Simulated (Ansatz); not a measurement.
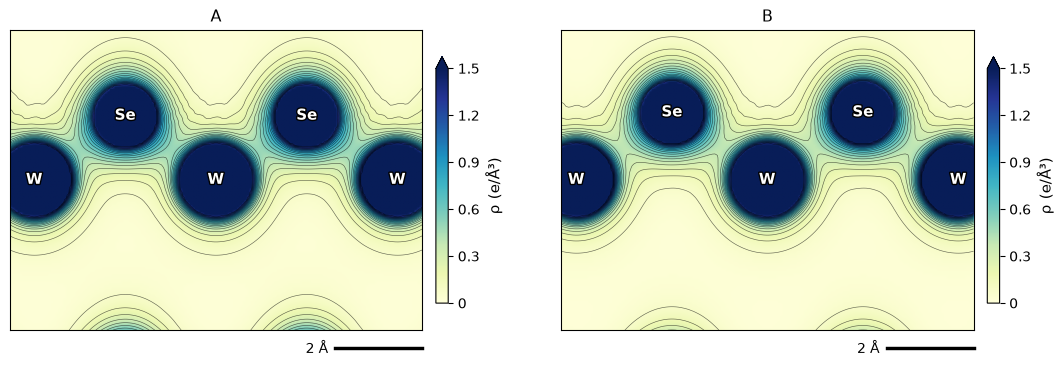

WSe. The valence pseudo-density of two cells that differ in size, on the (101̄) plane of each (indices in the axes of the calculation cell), at one length scale and on one colour scale; one has 25.7 and the other 29.9 Å³ an atom.

Space group F-43m; started from the zinc blende prototype, which need not be the ambient phase; spin-polarised.

Theory: DFT r2SCAN+U, scalar-relativistic, plane waves, PAW in Ansatz 0.2.0.

Which is the denser cell? Describe the effect of the change.

Answer. Panel A is the smaller cell, by 14 % in volume. From the larger cell to the smaller, W–Se goes from 2.69 to 2.55 Å, and the density at its midpoint from 0.4 to 0.49 e/Å³; the pressure goes from 0.0 to 12 GPa; the largest moment (W) goes from 3.0 to 2.7 μB.
